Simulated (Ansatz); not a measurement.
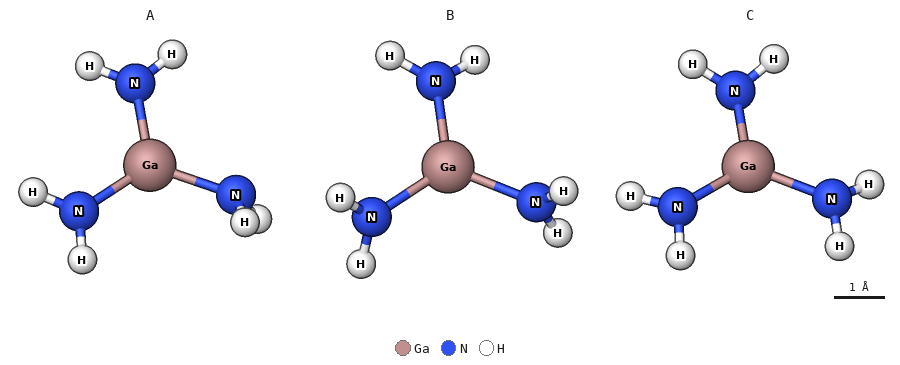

3 geometries from one relaxation of GaN3H6, in shuffled order. A ball-and-stick model, seen at a tilt.

The run prepares the start of a later molecular dynamics calculation, from a guessed geometry.

Computed with RKS r2SCAN-D4/def2-SVP in Ansatz 0.2.0. (no spin polarisation; force threshold 0.02 eV/Å; at most 40 steps)

Put them in the order of the run, from the start to the converged end.

B, A, C. They are steps 0, 5, 12, at +31.1 kcal/mol, +2.79 kcal/mol relative to the last. The atom that moves furthest after the best rigid fit is an H atom (1.33 Å). By element the largest moves are H 1.33 Å, N 0.32 Å, Ga 0.02 Å. Near-neighbour distances that change, for instance: Ga–N 1.930 → 1.823 Å, H–N 1.060 → 1.015 Å. Among the angles between lasting bonds that change: H–N–H 120.0° → 109.4°, H–N–H 120.0° → 109.8°. After 12 geometry steps the energy has fallen by 31.1 kcal/mol. The largest force component goes from 2 to 0.014 eV/Å.
